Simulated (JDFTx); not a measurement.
```yaml
surface: Ru(0001)
bulk: Ru, P6_3/mmc, lattice of mp-33 (not re-optimised)
slab: 4 atoms in 4 planes, 1x1, 6.3 Å between the outermost planes
in-plane cell: 2.708 × 2.708 Å, 6.35 Å²
cell_height: 22.4 Å
sampling: 10×10×1 k mesh, Fermi smearing 0.01 Ha, no spin polarisation
```

All numbers are PBE, GBRV ultrasoft potentials, plane waves to 20/100 Ha results from a modified build of JDFTx, not measurements. Liquid on both sides: linear PCM (GLSSA13), water, 1 M NaCl; nuclei fixed. Potentials are on the SHE scale by the convention U = −μ/e − 4.44 V; references calibrated for a solvation model differ from this value.

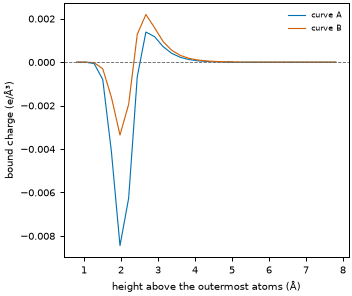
Figure: Plane-averaged bound charge of the liquid for two states of the electrode

### Question
One curve is the neutral slab. Which, and what is the sign of the other's charge?

### Answer
Curve B is neutral (potential of zero charge, 0.28 V). Curve A is positively charged, 6.1 μC/cm² at 0.60 V.
